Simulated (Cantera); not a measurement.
Charge: 1 mol Si₂H₆, 0.26 mol Cl₂, a varied amount of H₂, at 875 K and 2.10 mbar.

Cantera equilibrium calculation (NASA polynomials, part measured and part estimated; ideal gas, pure solids and liquids). Candidate condensed phases: Si; 19 gas species. The feed counts by its element totals alone. The tables' values for SiCl₃ are old estimates; treat these amounts as uncertain. The numbers say what is thermodynamically allowed, not how fast it happens.

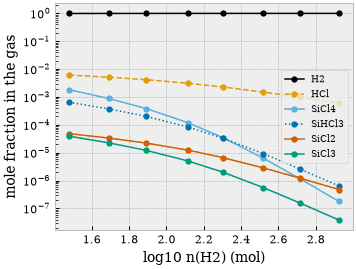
*Equilibrium gas composition (values under 1e-9 drawn at 1e-9)*

Task: Read off the mole fractions at 49 mol H₂.

Result: H₂ about 0.99, HCl about 0.0051, SiCl₄ about 0.00089, SiHCl₃ about 0.00038, SiCl₂ about 3.4e-5, SiCl₃ about 2.3e-5.
